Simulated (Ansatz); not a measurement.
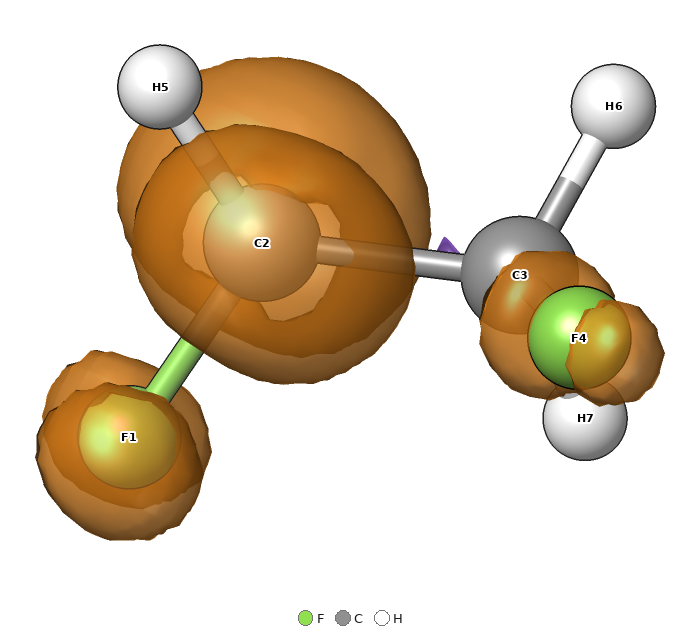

*C2H3F2 (SMILES F[CH]CF) (doublet). Isosurfaces of the spin density at +0.05 (orange) and −0.05 e/Å³ (purple), seen at a tilt.*

Computed with Ansatz, UKS PBE-D4/def2-SVP.

```json
{"atom": "F", "x (Å)": "-1.0828", "y (Å)": "1.4931", "z (Å)": "-0.3141"}
{"atom": "C", "x (Å)": "-0.7949", "y (Å)": "0.1896", "z (Å)": "-0.1807"}
{"atom": "C", "x (Å)": "0.5736", "y (Å)": "-0.1740", "z (Å)": "0.2229"}
{"atom": "F", "x (Å)": "1.4715", "y (Å)": "-0.2008", "z (Å)": "-0.8624"}
{"atom": "H", "x (Å)": "-1.4954", "y (Å)": "-0.4815", "z (Å)": "-0.7058"}
{"atom": "H", "x (Å)": "0.5653", "y (Å)": "-1.1857", "z (Å)": "0.6859"}
{"atom": "H", "x (Å)": "0.9533", "y (Å)": "0.5629", "z (Å)": "0.9654"}
```

Where is the unpaired spin?

The unpaired spin (1 electron) lies mostly on C2 (about 0.7), F1 (about 0.2) and C3 (about 0.1), in electrons by Hirshfeld's partition.
